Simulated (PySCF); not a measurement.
Vertical excitations of a molecule C5H7N from TDA-PBE/def2-SVPD (PySCF), as energy in eV (oscillator strength): 4.24 (0.002), 5.53 (0.374), 6.17 (0.005), 6.17 (0.006), 6.27 (0.004), 6.30 (0.068), 6.61 (0.000), 6.75 (0.004), 6.76 (0.003), 6.87 (0.000). Lowest triplet (TDA): 3.22 eV. Geometry optimised at PBE0-D3(BJ)/def2-SVP. The values are those of a single conformer.

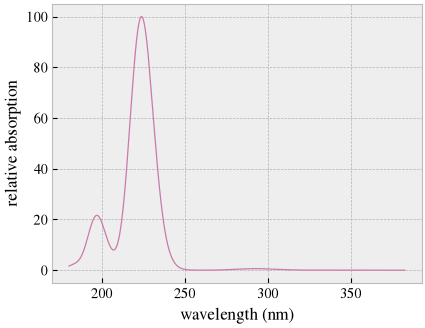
The lines broadened by 0.4 eV.

Q: Which molecule gave these data?
A) C#CC1(N)CC1
B) C=C1C=NCC1
C) C#CC(=C)CN
D) CC1=CC=NC1

A: B, C=C1C=NCC1
